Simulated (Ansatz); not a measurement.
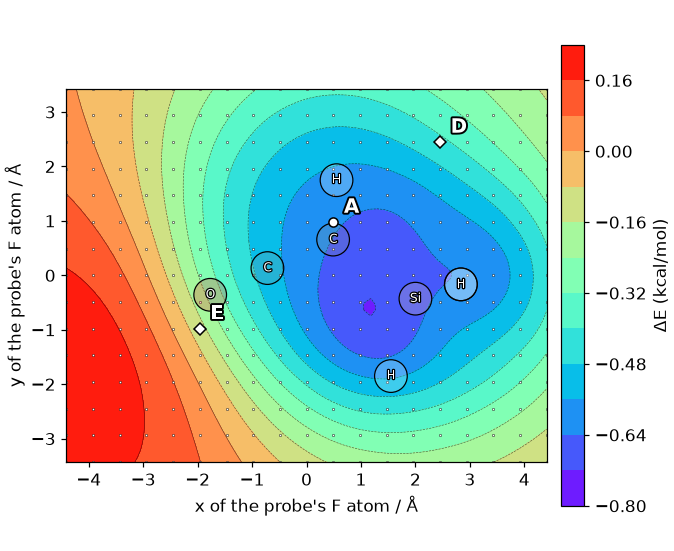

C₂H₄OSi (SMILES O=C=C[SiH3]) with the probe HF. 
- The probe is moved over a plane parallel to the molecule's main plane, 3.91 Å above it.
- The first coordinate is: x of the probe's F atom; the second: y of the probe's F atom.
- Nothing is relaxed (molecule and probe rigid, the probe upright with F nearest the plane).
- Grid: 19 × 15 points.
- Points are written as (first, second).
- All energies are given in kcal/mol relative to molecule and probe far apart, each relaxed in its own basis (no counterpoise correction).
- Theory: RKS PBE0-D4/def2-SVPD in Ansatz.

The picture shows filled contours, dots at the grid points, labelled circles for the molecule's atoms, projected on the plane, lettered points. Between grid points the surface is interpolated.

> Is A the lowest point of the computed grid?

No. A lies 0.09 kcal/mol above the lowest grid point, which is at (0.98 Å, −0.49 Å).

> What kind of point is each of A, D, E: minimum, saddle, maximum or slope?

A: on a slope; D: on a slope; E: on a slope. (In these two coordinates alone; a stationary point may lie a little off the grid point.)

> Rank the lettered points by energy, lowest first.

A (−0.63 kcal/mol), D (−0.42 kcal/mol), E (−0.13 kcal/mol).
